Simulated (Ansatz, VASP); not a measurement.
## Hf (Hafnium): VASP beside Ansatz

Wanted: the spread between two codes on one cell, functional and k mesh. The cell is a member of a volume series, scaled by 1.02 from a relaxed one, so a pressure remains.

Main program and level: Ansatz 0.2.0; plane waves, with VASP 6.6.1 beside it; single point at r2SCAN with rVV10 and electric field gradients at r2SCAN with rVV10.

## (1) Set-up

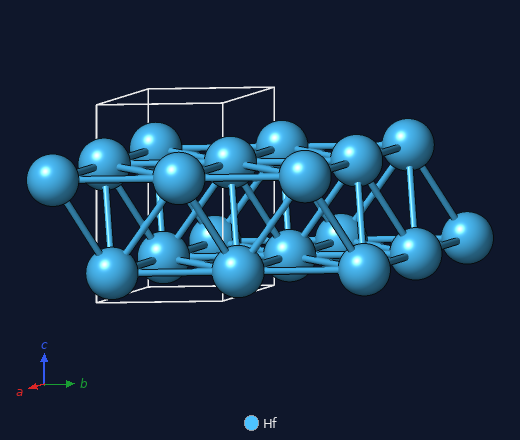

The starting structure, seen slightly off an axis (hafnium blue). 3×3×1 cells are drawn.

## (2) VASP: single point, r2SCAN with rVV10

With cell and atoms fixed, the geometry can't cause a difference; cores, projectors, grids and the points listed under the comparison can.

Lines of VASP's logs that name or quote its potential files are left out, and so is its time.

Input file INCAR:

```
SYSTEM = Hf
PREC = Accurate
ENCUT = 400
EDIFF = 1E-06
NELM = 100
ISMEAR = 1
SIGMA = 0.2
LREAL = .FALSE.
ALGO = Normal
METAGGA = R2SCAN
LUSE_VDW = .TRUE.
IVDW_NL = 2
BPARAM = 11.95
CPARAM = 0.0093
LASPH = .TRUE.
NBANDS = 16
LORBIT = 11
LWAVE = .FALSE.
LCHARG = .FALSE.
KPAR = 2
ISIF = 2
```

Input file POSCAR:

```
Hf
1.0
    3.2075289826      0.0000000000      0.0000000000
   -1.6037644913      2.7778015823      0.0000000000
    0.0000000000      0.0000000000      5.0553404943
Hf
2
Direct
    0.3333333333      0.6666666667      0.2500000000
    0.6666666667      0.3333333333      0.7500000000
```

Input file KPOINTS:

```
Automatic mesh
0
Gamma
8 8 5
0 0 0
```

PAW data sets: Hf_pv (PBE family, release 64).

Started as:

```
$ mpirun -np 2 vasp_std
```

Numbers of over 12 decimals in the logs are rounded to 6 here.

The log of the run:

```text
[banner, memory and clock lines left out]
running    2 mpi-ranks, on    1 nodes
 distrk:  each k-point on    1 cores,    2 groups
 distr:  one band on    1 cores,    1 groups

 POSCAR found type information on POSCAR Hf
 POSCAR found :  1 types and       2 ions
|                                                                             |
|               ----> ADVICE to this user running VASP <----                  |
|                                                                             |
|     You have switched on vdW-DFT.                                           |
|     This routine was written and supplied by Jiri Klimes. We recommend      |
|     that you carefully read and cite the following publications:            |
|       J. Klimes, D.R. Bowler, A. Michelides                                 |
|          J. Phys.: Cond Matt. 22 022201 (2010)                              |
|       J. Klimes, D.R. Bowler, A. Michelides                                 |
|          Phys. Rev. B. 83, 195131 (2011)                                    |
|     and references therein.                                                 |
|                                                                             |

|                                                                             |
|               ----> ADVICE to this user running VASP <----                  |
|                                                                             |
|     You enforced a specific xc type in the INCAR file but a different       |
|     [... a line on the potential file left out ...]
|     I HOPE YOU KNOW WHAT YOU ARE DOING!                                     |
|                                                                             |

 LDA part: xc-table for (None), standard interpolation
 POSCAR, INCAR and KPOINTS ok, starting setup
 FFT: planning ... GRIDC
 FFT: planning ... GRID_SOFT
 FFT: planning ... GRID
 WAVECAR not read
 entering main loop
       N       E                     dE             d eps       ncg     rms          rms(c)
Total rVV10 correction in eV:      0.3937676    22.5152500
Total rVV10 correction in eV:      0.3937676    22.5152500
DAV:   1    -0.298701422200E+02   -0.29870E+02   -0.10526E+04   960   0.102E+03
DAV:   2    -0.940767897621E+02   -0.64207E+02   -0.62590E+02  1288   0.233E+02
DAV:   3    -0.956731394252E+02   -0.15963E+01   -0.15926E+01  1256   0.267E+01
DAV:   4    -0.956876101411E+02   -0.14471E-01   -0.14448E-01  1232   0.313E+00
DAV:   5    -0.956878206339E+02   -0.21049E-03   -0.21048E-03  1272   0.313E-01    0.713E+01
Total rVV10 correction in eV:      0.3722169    22.5152503
Total rVV10 correction in eV:      0.3722169    22.5152503
DAV:   6    -0.900022300110E+02    0.56856E+01   -0.10379E+00  1096   0.853E+00    0.412E+01
Total rVV10 correction in eV:      0.3520612    22.5152503
Total rVV10 correction in eV:      0.3520612    22.5152503
DAV:   7    -0.899545946052E+02    0.47635E-01   -0.76937E-01  1200   0.646E+00    0.410E+00
Total rVV10 correction in eV:      0.3531497    22.5152503
Total rVV10 correction in eV:      0.3531497    22.5152503
DAV:   8    -0.899563527701E+02   -0.17582E-02   -0.23335E-02  1192   0.106E+00    0.152E+00
Total rVV10 correction in eV:      0.3548115    22.5152503
Total rVV10 correction in eV:      0.3548115    22.5152503
DAV:   9    -0.899546584346E+02    0.16943E-02   -0.79596E-03  1176   0.598E-01    0.200E-01
Total rVV10 correction in eV:      0.3547121    22.5152503
Total rVV10 correction in eV:      0.3547121    22.5152503
DAV:  10    -0.899546499279E+02    0.85067E-05   -0.24104E-04  1216   0.135E-01    0.130E-01
Total rVV10 correction in eV:      0.3546911    22.5152503
Total rVV10 correction in eV:      0.3546911    22.5152503
DAV:  11    -0.899546481433E+02    0.17845E-05   -0.14495E-05  1240   0.304E-02    0.677E-03
Total rVV10 correction in eV:      0.3547070    22.5152503
Total rVV10 correction in eV:      0.3547070    22.5152503
DAV:  12    -0.899546481741E+02   -0.30809E-07   -0.40665E-07   840   0.456E-03
Total rVV10 correction in eV:      0.3547084    22.5152503
Total rVV10 correction in eV:      0.3547084    22.5152503
Total rVV10 correction in eV:      0.3547087    22.5152503
Total rVV10 correction in eV:      0.3547087    22.5152503
   1 F= -.89954648E+02 E0= -.89958166E+02  d E =0.105528E-01
```

OUTCAR, selected parts (step 2):

```text
ion  position               nearest neighbor table
   1  0.333  0.667  0.250-   2 3.13   2 3.13   2 3.13   2 3.13   2 3.13   2 3.13
   2  0.667  0.333  0.750-   1 3.13   1 3.13   1 3.13   1 3.13   1 3.13   1 3.13

  LATTYP: Found a hexagonal cell.
 ALAT       =     3.2075289826
 C/A-ratio  =     1.5760856790

 Subroutine GETGRP returns: Found 24 space group operations
 (whereof 12 operations were pure point group operations)

The static configuration has the point symmetry D_3d.
 The point group associated with its full space group is D_6h.

 Found     30 irreducible k-points:

   k-points           NKPTS =     30   k-points in BZ     NKDIM =     30   number of bands    NBANDS=     16

   dimension x,y,z NGX =    24 NGY =   24 NGZ =   36
   dimension x,y,z NGXF=    48 NGYF=   48 NGZF=   72

   ENCUT  =  400.0 eV  29.40 Ry    5.42 a.u.   5.23  5.23  8.24*2*pi/ulx,y,z

   NELECT =      20.0000    total number of electrons

 k-points in reciprocal lattice and weights: Automatic mesh
   0.00000000  0.00000000  0.00000000       0.003
   0.12500000 -0.00000000  0.00000000       0.019
   0.25000000 -0.00000000  0.00000000       0.019
   0.37500000  0.00000000  0.00000000       0.019
   0.50000000 -0.00000000  0.00000000       0.009
   0.12500000  0.12500000  0.00000000       0.019
   0.25000000  0.12500000  0.00000000       0.038
   0.37500000  0.12500000  0.00000000       0.038
   0.25000000  0.25000000  0.00000000       0.019
[...]
0.25000000  0.25000000  0.40000000       0.038
   0.37500000  0.25000000  0.40000000       0.038

 average (electrostatic) potential at core
       1 -43.1898       2 -43.1898

 E-fermi :   4.7868

 k-point     1 :       0.0000    0.0000    0.0000
  band No.  band energies     occupation
    ...
      4     -26.5886      2.00000
      5     -26.5792      2.00000
      6     -26.5792      2.00000
      7      -2.9678      2.00000
      8       0.9551      2.00000
      9       5.1768     -0.01875
     10       6.0998     -0.00000
     11       6.0998     -0.00000
     12       6.4427     -0.00000
     13       6.9761     -0.00000
    ...

 k-point     2 :       0.1250   -0.0000    0.0000
  band No.  band energies     occupation
    ...
      5     -26.6075      2.00000
      6     -26.5902      2.00000
      7      -2.4910      2.00000
      8       1.4060      2.00000
      9       4.6535      1.89555
     10       5.2097     -0.01086
     11       6.4733     -0.00000
     12       6.5519     -0.00000
     13       7.1011     -0.00000
     14       7.1160     -0.00000
    ...

 k-point     3 :       0.2500   -0.0000    0.0000
  band No.  band energies     occupation
    ...
      6     -26.6200      2.00000
      7      -1.2150      2.00000
      8       2.3178      2.00000
      9       3.6173      2.00000
     10       4.2146      2.00040
     11       5.7492     -0.00000
     12       6.3773     -0.00000
     13       6.4876     -0.00000
     14       7.8505     -0.00000
     15       8.1320     -0.00000
    ...

  Total       -0.6202995     -0.6202995     -0.6712145      0.0000000      0.0000000      0.0000000
  in kB      -22.0642800    -22.0642800    -23.8753481      0.0000000      0.0000000      0.0000000
  external PRESSURE =     -22.6679693 kB  Pullay stress =       0.0000000 kB

  energy-cutoff  :      400.00
  volume of cell :       45.04
      direct lattice vectors                 reciprocal lattice vectors
     3.207528983  0.000000000  0.000000000     0.311766474  0.179998457  0.000000000
    -1.603764491  2.777801582  0.000000000     0.000000000  0.359996915  0.000000000
     0.000000000  0.000000000  5.055340494     0.000000000  0.000000000  0.197810613

 POSITION                                       TOTAL-FORCE (eV/Angst)
 -----------------------------------------------------------------------------------
     -0.00000      1.85187      1.26384        -0.000000     -0.000000      0.000000
      1.60376      0.92593      3.79151         0.000000      0.000000      0.000000
 -----------------------------------------------------------------------------------
    total drift:                               -0.000000      0.000000     -0.000000

  FREE ENERGIE OF THE ION-ELECTRON SYSTEM (eV)
  ---------------------------------------------------
  free  energy   TOTEN  =       -89.9546481741 eV

  energy  without entropy=      -89.9652009964  energy(sigma->0) =      -89.95816578

 total charge
# of ion       s       p       d       tot
------------------------------------------
    1        0.401   6.422   1.500   8.323
    2        0.401   6.422   1.500   8.323
--------------------------------------------------
tot          0.802  12.844   3.000  16.646

[... 3 further parts left out ...]
```

The run ends at a pressure of -2.27 GPa.

## (3) Ansatz: single point, r2SCAN with rVV10

Ansatz runs on its default PAW (the set named soft_2) files.

The same cell, functional, mesh and smearing now go to Ansatz, which takes its cutoff from its data sets.

Input file input.yaml:

```yaml
crystal:
  lattice:
    - [3.2075289826, 0.0, 0.0]
    - [-1.6037644913, 2.7778015823, 0.0]
    - [0.0, 0.0, 5.0553404943]
  atoms:
    - { symbol: Hf, position: [0.3333333333, 0.6666666667, 0.25] }
    - { symbol: Hf, position: [0.6666666667, 0.3333333333, 0.75] }
hamiltonian:
  xc: r2scan
  pseudopotentials: { kind: paw }
  dispersion: rvv10
kpoints:
  mp_grid: { grid: [8, 8, 5] }
scf:
  occupations: { method: methfessel_paxton, width: 0.2 }
  n_extra_bands: 4
output:
  forces: true
  stress: true
  eigenvalues: true
```

Started as:

```
$ ansatz run input.yaml --threads 2 --pin off --max-ram 4608MiB --backend cpu --events-out ev --progress --plain --runs-dir out
```

The log of the run:

```text
scf.n_extra_bands = 4 over 26 filled bands (N_el = 52.0): the run solves 30 bands
Engine: ansatz 0.2.0, aarch64-unknown-linux-gnu
Pseudopotentials: kind: paw
Pseudopotential: Hf, paw, valence charge 26, recommended cutoff 500 eV (meta_gga), Hf.paw.azcp
Functional definition: r2SCAN+rVV10
  parameter k0 = 0.174
  parameter k1 = 0.065
  parameter a1 = 4.9479
  exchange = r2scan_x(k0 = k0, k1 = k1, a1 = a1)
  correlation = r2scan_c + rvv10(11.95, 0.0093)
Crystal: 2 atoms, lattice volume = 45.042 Å³
Basis set: ecut = 500 eV, 1117 PW (Γ), exchange–correlation on 108×108×180 points (64 copies of the dense FFT grid, shifted against one another)
Bands: 30, of which v1, the nominal top of the filled ones, is band 26 counted from 1 (25 counted from 0)
Symmetry: 24 space group operations
Space group: P63/mmc (ITA 194), of the structure as read, at distance tolerance 3.6e-5 Å
k-points: 30 of 320
Non-local potential: Hf, projectors of the file, l = 0: 3, l = 1: 2, l = 2: 2, l = 3: 3
PAW form: soft (Blöchl's): semilocal exchange-correlation on the pseudo side does not see the compensation charge
rVV10 density: all electrons in the spheres
PAW frozen core: Hf, regenerated for the run's functional (the file was generated under x = pbe(κ = 0.804, μ = 0.219515), c = pbe(β = 0.066725))
PAW one-centre angular grid: Hf, 974 points (default); XC on 160 Gauss nodes
Initial density: superposition of atomic densities (neutral atoms: chi_scale 0, normalization atom), corrected by the library's trained network
Initial wavefunctions: pseudopotential atomic-orbital guess
Functional: x = r2scan, c = r2scan + rvv10(b = 11.95, C = 0.0093); τ floored in thin density (d = 2e-4 eV/Å³)
SCF iter   1: F=—  HF=-31460.524105 eV  |F-HF|=—  |Δ(HF+E_count)|=         —  Δρ=8.76e-3  dr2=1.80e-2  dr2_τ=3.56e-2  ethr=1.77e-3  ⟨swp⟩=3.5  Hψ=2783  notcnv=0
preconditioner: auto → Kerker (q_TF=auto, 2.794 Å⁻¹)  [metal: Δε(μ)=0.125 eV  Ē_g=17.307 eV  σ=0.200 eV  W_gap=0.50  n_scr=22 (ndim 8)  ℏωp=38.3 eV  f_vac=0.000  D(μ)=0.59/eV (n_scr^D=2)]
SCF iter   2: F=—  HF=-31460.540514 eV  |F-HF|=—  |Δ(HF+E_count)|=   1.64e-2  S|Δr|=    0.00e0  Δρ=4.42e-3  dr2=6.28e-3  dr2_τ=1.56e-3  ethr=3.47e-5  ⟨swp⟩=2.6  Hψ=2164  notcnv=0
preconditioner: auto → Resta (q_TF=auto, 2.794 Å⁻¹)  ε∞=6.1  [insulator: Δε(μ)=0.135 eV  Ē_g=17.030 eV  σ=0.200 eV  W_gap=0.53  n_scr=22 (ndim 8)  ℏωp=38.3 eV  f_vac=0.000  D(μ)=0.50/eV (n_scr^D=2)  ε∞_Penn≈6.1]
SCF iter   3: F=—  HF=-31460.540789 eV  |F-HF|=—  |Δ(HF+E_count)|=   2.75e-4  S|Δr|=    0.00e0  Δρ=3.35e-3  dr2=3.43e-3  dr2_τ=2.67e-4  ethr=1.21e-5  ⟨swp⟩=2.0  Hψ=1318  notcnv=0  defer=1
SCF iter   4: F=—  HF=-31460.542149 eV  |F-HF|=—  |Δ(HF+E_count)|=   1.36e-3  S|Δr|=    0.00e0  Δρ=2.20e-4  dr2=1.34e-5  dr2_τ=1.50e-5  ethr=6.60e-6  ⟨swp⟩=2.0  Hψ=1615  notcnv=0  defer=1
SCF iter   5: F=—  HF=-31460.542162 eV  |F-HF|=—  |Δ(HF+E_count)|=   1.23e-5  S|Δr|=    0.00e0  Δρ=7.12e-5  dr2=1.83e-6  dr2_τ=1.19e-7  ethr=2.57e-8  ⟨swp⟩=2.0  Hψ=1678  notcnv=0  defer=1
SCF iter   6: F=—  HF=-31460.542162 eV  |F-HF|=—  |Δ(HF+E_count)|=   4.82e-7  S|Δr|=    0.00e0  Δρ=1.75e-5  dr2=1.41e-7  dr2_τ=1.88e-8  ethr=3.52e-9  ⟨swp⟩=2.0  Hψ=1683  notcnv=0  defer=1
SCF iter   7: F=-31460.542162 eV  HF=-31460.542162 eV  |F-HF|=2.55e-9  |Δ(HF+E_count)|=   2.01e-8  S|Δr|=    0.00e0  Δρ=3.48e-6  dr2=4.21e-9  dr2_τ=1.15e-9  ethr=1.92e-10  ⟨swp⟩=4.6  Hψ=3595  notcnv=0
SCF 1 converged in 7 iterations: F = -31460.542162 eV  dr2 = 4.21e-9
  greatest PAW one-centre occupation: 0.998 electrons in one spin orbital (limit 2), on the Hf atom at site 1 (counted from 0), in its partial waves of l = 3
SCF converged after 7 iterations
Stability not checked: this state was not tested for a lower state beside it, because cold or Methfessel-Paxton smearing, or corrected tetrahedra, fill the levels in a way that the test cannot read (fill_not_monotonic; see scf.lower_state_search)
Free energy (F): -31460.542162 eV
Harris-Foulkes:  -31460.542162 eV  (|F-HF|=2.55e-9)
Internal energy: -31460.552389 eV  (E = F + TS)
E sigma→0 (E₀):  -31460.544719 eV
Entropy (-TS):   0.010226 eV (5.113 meV/atom)
Fermi energy:    19.693790 eV
Step filling:    the computed levels leave a gap of 0.0108 eV = 0.1 smearing widths at the electron count; against every level under it full and every level over it empty, smearing changes F+E_penalty+E_count by +2.781 meV and its σ→0 estimate by +0.224 meV
--- Per-component energies (eV) ---
  E_band       = 31.946038
  E_kinetic    = 847.797670
  E_local      = -10181.951469  (includes V_loc(G=0)·N_el)
  E_nonlocal   = -2497.599026
  E_hartree    = 4789.109567
  E_xc         = -560.846885
  E_vxc        = -584.936236  (∫ρ·V_xc dr)
  E_paw        = -13904.192889  (= ΣΔE_a)
  E_vpaw       = 2841.535182  (= ΣTr[D̂ρ^β])
  E_aug_tail   = -0.000002  (compensation charges beyond the density's cutoff)
  E_vtau       = 28.878968  (kinetic-family band-sum trace: ∫τ·v_τ [+ j·A + Jᵃ·Aᵃ] dr)
  E_ewald      = -9953.512398
  E_core_change = 0.643044  (= ΣΔE_core)
  E_smearing   = 0.010226  (= −TS)
  E_closure    = -0.000000  (closes the sum)
  Σ components = -31460.542162   (vs F -31460.542162, Δ=0.00e0)
--- Forces (eV/Å), atoms counted from 1 ---
  atom   1  Hf    -0.00000000    -0.00000000     0.00000000
  atom   2  Hf    -0.00000000     0.00000000     0.00000000
  max |Σ_I F_I| component: 5.55e-17 eV/Å
--- Stress (GPa, compression-positive) ---
       -2.055000      -0.000000       0.000000
       -0.000000      -2.055000       0.000000
        0.000000       0.000000      -2.061120
  P = ⅓ Tr σ = -2.0570 GPa (-20.570 kbar)
--- Band table (eV; the first three rows and the last of 30) ---
  k-point 0: bands = [... 22 lower, 11.9351, 15.8416, 20.1107, 20.9745, 20.9745, 21.3186, 21.8510, 21.8510]
  k-point 1: bands = [... 22 lower, 12.3129, 15.5978, 19.7354, 20.8119, 20.8119, 20.9748, 21.5571, 21.5571]
  k-point 2: bands = [... 22 lower, 13.3417, 14.6611, 19.6023, 20.2034, 20.7615, 20.7615, 21.0520, 21.0520]
  k-point 29: bands = [... 22 lower, 17.1845, 17.5352, 18.5096, 18.5701, 19.4030, 19.4470, 22.0663, 22.9599]
```

Run time: 10 s. Hardware: 2 threads of Arm Neoverse N1, shared host; peak memory 0.48 GiB.

The column dr2 measures how far the density is from self-consistency, as an energy; F and HF (Harris–Foulkes) agree once it is small.

The run ends at a pressure of -2.06 GPa.

## (4) Side by side

Known differences besides the PAW data sets themselves: VASP keeps PBE cores, Ansatz makes them for the functional; the data sets hold 52 valence electrons in Ansatz (default PAW (the set named soft_2) files) and 20 in VASP; the cutoff is 500 eV in Ansatz and 400 eV in VASP. Total energies have different zeros and are not compared.

Compared:

| quantity | Ansatz | VASP | difference |
| --- | --- | --- | --- |
| pressure (GPa) | -2.06 | -2.27 | +0.21 |

(Part 1 of 2 ends here.)

[Lines on the potential files, build, host, timing and source positions are cut from VASP's logs without a mark.]

[Logs are printed without paths, hosts, clocks, repeated set-up lines and the standing remarks that a program may print on its own settings, such as how far it seeks lower states.]

[Hosts, paths, dates, database ids (printed as entryN), source tags and the programs' standing remarks are cut or masked in the printed files.]
